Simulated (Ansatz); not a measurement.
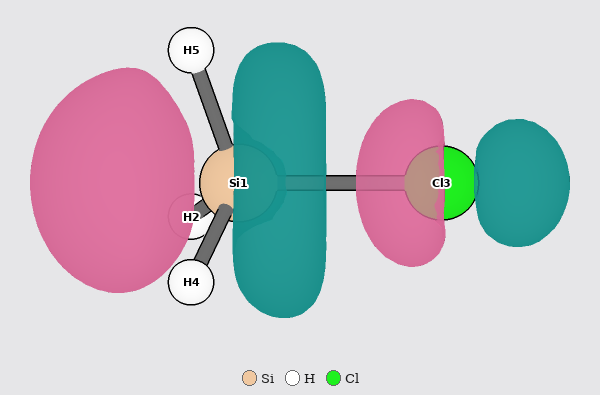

ClH₃Si. The LUMO at ±0.15 Å⁻³ᐟ² (teal and pink are the two phases), seen from one side.

Method: RKS revPBE-D4/def2-SVP in Ansatz 0.2.0.

```xyz
5

Si    0.0091    0.0000   -0.0028
H     0.0222    0.0000    1.4979
Cl    1.9762    0.0000   -0.6979
H    -0.6871    1.2292   -0.5095
H    -0.6871   -1.2292   -0.5095
```

Question: Describe this orbital and give its energy.

Answer: It lies mainly on Si1 (about 60 %) and Cl3 (about 25 %). Its energy is −0.66 eV.
